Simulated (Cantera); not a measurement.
Charge: 1 mol Al, a varied amount of O2, 26 mol N2, at 2023.15 K and 10.0 mbar.

Equilibrium computed with Cantera from the NASA thermochemical tables; the gas is ideal and each condensed phase is pure. Candidate condensed phases: Al, AlN, Al2O3; 16 gas species. Equilibrium is a limit: real reactors are often held back by kinetics, nucleation or transport.

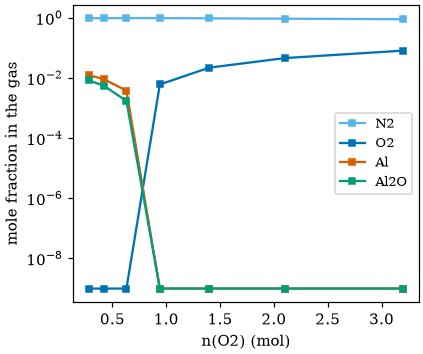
Figure: Equilibrium gas composition (values under 1e-9 drawn at 1e-9)

From 0.28 mol O2 to 3.2 mol O2 the condensed part is Al2O3(s).
